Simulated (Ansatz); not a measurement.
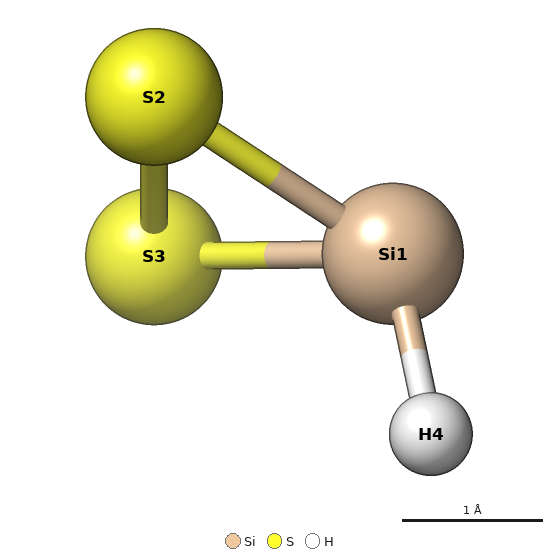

Atoms carry their numbers in the input. State: neutral, doublet. The computed structure is the end point of a PBE-D4/def2-SVP optimisation. No frequency run is at hand to confirm it as a minimum.

Give the bond lengths.

```csv
bond,length (Å)
Si1–S2,2.137
Si1–S3,2.137
Si1–H4,1.523
S2–S3,2.232
```
